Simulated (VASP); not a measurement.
**SnAs: structure and properties in VASP**

How well does r2SCAN + rVV10 reproduce what experiment finds for SnAs? The cell is relaxed first, and properties follow on it. The steps: first try, relaxing cell and atoms (r2SCAN + rVV10), second relaxation, single point with fields (r2SCAN + rVV10), band structure (r2SCAN + rVV10), density of states (r2SCAN + rVV10), vibrations at Γ (r2SCAN + rVV10), band structure (r2SCAN + rVV10 + SOC), a single point (r2SCAN + rVV10), changed input and relaxing the atoms (r2SCAN + rVV10), changed input. Left out of this account: 1 further run (core levels: core levels are not valid at this level). The start is a cell from a database of measured crystal structures.

Program: VASP 6.6.1. Level of theory: r2SCAN with rVV10; plane waves and PAW (Sn_d, As), in the first sound run; inputs show where later runs differ. Results are calculated unless marked as measured.

The experiments to compare with:

For SnAs, NaCl-type (earlier literature sample), “Electronic Band Structure and Superconducting Properties of SnAs” (2019, arxiv:1910.07426) quotes earlier work: lattice constant a (cubic lattice parameter, earlier experiment) 5.72513 ± 4e-05 Å [literature value quoted from Ref. 14].

The database entry behind the starting cell differs from later determinations by our own check (an axis about 0.7 % short against later determinations), so it need not match the best structure at ambient conditions.

**1. The structure**

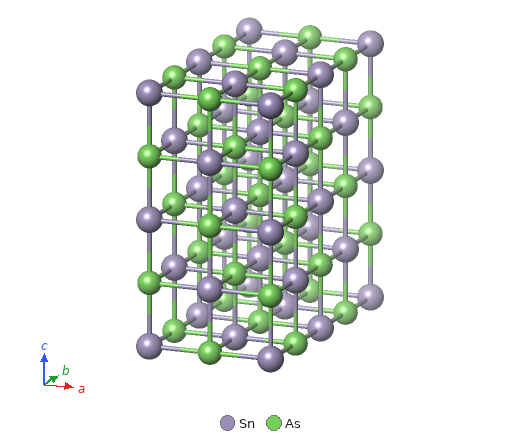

Start, viewed slightly off an axis; tin purple, arsenic green. 1×2×2 cells are drawn. This picture shows the conventional cell, with its axes. Some periodic images of atoms are drawn too.

Structure file:

```xyz
2
Lattice="0.0000 2.8405 2.8405 2.8405 0.0000 2.8405 2.8405 2.8405 0.0000" Properties=species:S:1:pos:R:3 pbc="T T T"
Sn    0.0000    0.0000    0.0000
As    2.8405    2.8405    2.8405
```

**2. First try**

This run is made with a changed input; what comes of it follows.

File INCAR:

```
SYSTEM = SnAs
PREC = Accurate
ENCUT = 120
EDIFF = 1E-06
NELM = 90
ISMEAR = 0
SIGMA = 0.05
LREAL = .FALSE.
ALGO = Normal
METAGGA = R2SCAN
LUSE_VDW = .TRUE.
IVDW_NL = 2
BPARAM = 11.95
CPARAM = 0.0093
LASPH = .TRUE.
NBANDS = 15
LORBIT = 11
LWAVE = .FALSE.
LCHARG = .FALSE.
KPAR = 2
IBRION = 2
NSW = 30
ISIF = 3
EDIFFG = -0.01
```

File POSCAR:

```
SnAs
1.0
    0.0000000000      2.8405000000      2.8405000000
    2.8405000000      0.0000000000      2.8405000000
    2.8405000000      2.8405000000      0.0000000000
Sn As
1 1
Direct
    0.0000000000      0.0000000000      0.0000000000
    0.5000000000      0.5000000000      0.5000000000
```

File KPOINTS:

```
Automatic mesh
0
Gamma
6 6 6
0 0 0
```

PAW data sets: Sn_d and As (PBE family, release 64).

Started as:

```bash
$ mpirun -np 2 vasp_std
```

Log:

```text
[banner, memory and clock lines left out]
running    2 mpi-ranks, on    1 nodes
[...]
|                                                                             |
|               ----> ADVICE to this user running VASP <----                  |
|                                                                             |
|     You have switched on vdW-DFT.                                           |
|     This routine was written and supplied by Jiri Klimes. We recommend      |
|     that you carefully read and cite the following publications:            |
|       J. Klimes, D.R. Bowler, A. Michelides                                 |
|          J. Phys.: Cond Matt. 22 022201 (2010)                              |
|       J. Klimes, D.R. Bowler, A. Michelides                                 |
|          Phys. Rev. B. 83, 195131 (2011)                                    |
|     and references therein.                                                 |
|                                                                             |

|                                                                             |
|               ----> ADVICE to this user running VASP <----                  |
|                                                                             |
|     You enforced a specific xc type in the INCAR file but a different       |
|     [... a line on the potential file left out ...]
|     I HOPE YOU KNOW WHAT YOU ARE DOING!                                     |
|                                                                             |

 LDA part: xc-table for (None), standard interpolation
 POSCAR, INCAR and KPOINTS ok, starting setup
[...]
entering main loop
       N       E                     dE             d eps       ncg     rms          rms(c)
Total rVV10 correction in eV:      0.4271133    21.5668747
Total rVV10 correction in eV:      0.4271133    21.5668747
DAV:   1     0.237876194674E+02    0.23788E+02   -0.50187E+03   617   0.391E+02
DAV:   2    -0.190885203973E+02   -0.42876E+02   -0.42184E+02   613   0.135E+02
DAV:   3    -0.195667510542E+02   -0.47823E+00   -0.47813E+00   536   0.141E+01
DAV:   4    -0.195673401172E+02   -0.58906E-03   -0.58906E-03   599   0.533E-01
DAV:   5    -0.195673413534E+02   -0.12362E-05   -0.12360E-05   536   0.218E-02    0.129E+01
Total rVV10 correction in eV:      0.4220027    21.5668905
Total rVV10 correction in eV:      0.4220027    21.5668905
DAV:   6    -0.117357253316E+02    0.78316E+01   -0.76641E+00   494   0.255E+01    0.583E+00
Total rVV10 correction in eV:      0.4215245    21.5668910
Total rVV10 correction in eV:      0.4215245    21.5668910
DAV:   7    -0.113399273764E+02    0.39580E+00   -0.17685E+00   578   0.103E+01    0.219E+00
Total rVV10 correction in eV:      0.4224164    21.5668910
[...]
DAV:   8    -0.113345921802E+02    0.53352E-02   -0.66821E-02   480   0.154E+00    0.178E+00
Total rVV10 correction in eV:      0.4273794    21.5668910
Total rVV10 correction in eV:      0.4273794    21.5668910
DAV:   9    -0.113426330556E+02   -0.80409E-02   -0.83501E-02   494   0.134E+00    0.666E-01
Total rVV10 correction in eV:      0.4272041    21.5668910
Total rVV10 correction in eV:      0.4272041    21.5668910
DAV:  10    -0.113385899342E+02    0.40431E-02   -0.83681E-03   508   0.482E-01    0.287E-01
Total rVV10 correction in eV:      0.4277979    21.5668910
Total rVV10 correction in eV:      0.4277979    21.5668910
DAV:  11    -0.113378879195E+02    0.70201E-03   -0.43402E-03   487   0.311E-01    0.820E-02
Total rVV10 correction in eV:      0.4279249    21.5668910
Total rVV10 correction in eV:      0.4279249    21.5668910
DAV:  12    -0.113379142591E+02   -0.26340E-04   -0.27660E-04   543   0.823E-02    0.541E-02
Total rVV10 correction in eV:      0.4280012    21.5668910
Total rVV10 correction in eV:      0.4280012    21.5668910
DAV:  13    -0.113379158346E+02   -0.15754E-05   -0.42856E-06   578   0.119E-02    0.235E-02
Total rVV10 correction in eV:      0.4279956    21.5668910
Total rVV10 correction in eV:      0.4279956    21.5668910
DAV:  14    -0.113379128329E+02    0.30016E-05   -0.15587E-06   439   0.673E-03    0.266E-03
Total rVV10 correction in eV:      0.4279915    21.5668910
Total rVV10 correction in eV:      0.4279915    21.5668910
DAV:  15    -0.113379121188E+02    0.71417E-06   -0.17647E-07   303   0.206E-03
Total rVV10 correction in eV:      0.4279865    21.5668910
Total rVV10 correction in eV:      0.4279865    21.5668910
Total rVV10 correction in eV:      0.4279817    21.5668910
Total rVV10 correction in eV:      0.4279817    21.5668910
   1 F= -.11337912E+02 E0= -.11335799E+02  d E =-.113379E+02
[...]
|                                                                             |
|     EEEEEEE  RRRRRR   RRRRRR   OOOOOOO  RRRRRR      ###     ###     ###     |
|     E        R     R  R     R  O     O  R     R     ###     ###     ###     |
|     E        R     R  R     R  O     O  R     R     ###     ###     ###     |
|     EEEEE    RRRRRR   RRRRRR   O     O  RRRRRR       #       #       #      |
|     E        R   R    R   R    O     O  R   R                               |
|     E        R    R   R    R   O     O  R    R      ###     ###     ###     |
|     EEEEEEE  R     R  R     R  OOOOOOO  R     R     ###     ###     ###     |
|                                                                             |
|     Orbital orthonormalization failed in the inversion of matrix            |
|     LAPACK: Routine ZPOTRF failed! kpoint: 1 spin: 1                        |
|                                                                             |
|     Possible solutions for this issue are:                                  |
|     - Please check whether the atoms are too close to each other.           |
|     - Decreasing POTIM might help during relaxations or MDs.                |
|     - Deleting CHGCAR or WAVECAR if incompatible with the structure.        |
|     - Try calculating without symmetrizing (ISYM = 0 or ISYM = -1).         |
|     - As last resort: using a different PAW for some of the atoms.          |
|                                                                             |
|       ---->  I REFUSE TO CONTINUE WITH THIS SICK JOB ... BYE!!! <----       |
|                                                                             |

1
1
```

The job ended after 15 s (2 MPI ranks of AMD EPYC 7R43, shared host).

Lines that name or quote the potential files are left out of all logs, and their timing lines are given in words.

The run ended with an error.

VASP's message: “Orbital orthonormalization failed in the inversion of matrix LAPACK: Routine ZPOTRF failed! kpoint: 1 spin: 1”. No number of this run is used.

The fault in the input: cutoff far too low (ENCUT = 120). Raise ENCUT to at least the largest default of the data sets.

[end of part 1 of 7]

[Lines on the potential files, build, host, timing and source positions are cut from VASP's logs without a mark.]

[Logs are printed without paths, hosts, clocks, repeated set-up lines and the standing remarks that a program may print on its own settings, such as how far it seeks lower states.]

[Hosts, paths, dates, database ids (printed as entryN), source tags and the programs' standing remarks are cut or masked in the printed files.]

[A measured line is paired with the nearest computed mode of its activity, which favours agreement.]
